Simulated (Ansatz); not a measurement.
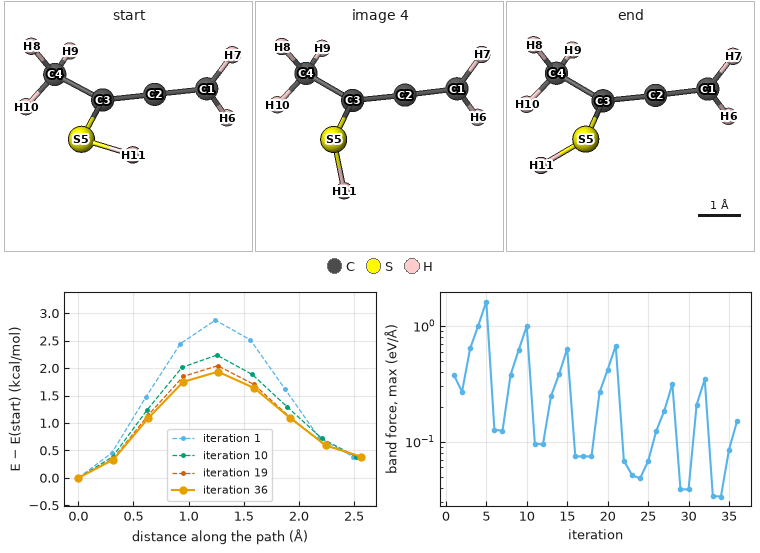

A search for the minimum-energy path of C₄H₆S by the nudged elastic band. Images are numbered from 0 (start) to 8 (end). The plot follows the band through its iterations. The picture is a ball-and-stick view, seen from a free direction.

All numbers below come from RKS PBE-D4/6-31G* in Ansatz 0.2.0.

Input
```yaml
crystal:
  periodic: [false, false, false]
  atoms:
    - { symbol: C, position_ang: [-1.345076, 1.664483, -0.069848] }
    - { symbol: C, position_ang: [-0.568886, 0.603622, -0.121703] }
    - { symbol: C, position_ang: [0.208264, -0.458149, -0.174315] }
    - { symbol: C, position_ang: [1.291169, -0.768313, 0.832793] }
    - { symbol: S, position_ang: [0.080634, -1.700473, -1.475053] }
    - { symbol: H, position_ang: [-2.301667, 1.658452, 0.47012] }
    - { symbol: H, position_ang: [-1.070949, 2.60901, -0.559154] }
    - { symbol: H, position_ang: [2.278614, -0.828444, 0.340942] }
    - { symbol: H, position_ang: [1.330143, 0.014896, 1.604489] }
    - { symbol: H, position_ang: [1.102832, -1.739372, 1.324894] }
    - { symbol: H, position_ang: [-0.939578, -1.112613, -2.152665] }
basis:
  gaussian: { orbitals: "6-31G*" }
hamiltonian:
  xc: pbe
  dispersion: d4
neb:
  order_check: false
  images: 7
  f_tol: 0.03
  max_iterations: 36
  initial_path: idpp
  optimiser: lbfgs
  climbing: true
  final_atoms:
    - { symbol: C, position_ang: [-1.34335581, 1.88099192, 0.04544873] }
    - { symbol: C, position_ang: [-0.6358224, 0.78905549, -0.13665343] }
    - { symbol: C, position_ang: [0.09411807, -0.29467353, -0.31791215] }
    - { symbol: C, position_ang: [1.13551083, -0.78202984, 0.66033782] }
    - { symbol: S, position_ang: [-0.06753137, -1.18764422, -1.87518729] }
    - { symbol: H, position_ang: [-2.30202713, 1.86537791, 0.57968915] }
    - { symbol: H, position_ang: [-1.00981059, 2.85604483, -0.33267506] }
    - { symbol: H, position_ang: [2.13604738, -0.78969319, 0.19307617] }
    - { symbol: H, position_ang: [1.16064762, -0.13965462, 1.55498019] }
    - { symbol: H, position_ang: [0.91333317, -1.81693376, 0.98174226] }
    - { symbol: H, position_ang: [-0.01560976, -2.43774198, -1.33234639] }
```

Launched with:
```bash
ansatz run input.yaml --threads 1 --pin off --max-ram 2048MiB --backend cpu --events-out ev --progress --plain --runs-dir out
```

How did the profile develop, and is the result final?

Answer. The result isn't final. The band hadn't converged when the run stopped after 36 iterations. The largest component of the band force went from 0.38 to 0.15 eV/Å. The barrier read from it is provisional, though the highest image hardly moved in the last two iterations. The first iteration put the highest image at 2.87 kcal/mol. The energy climbs by 1.94 kcal/mol to image 4 and then falls by 1.55 kcal/mol, so the end point sits at +0.39 kcal/mol.
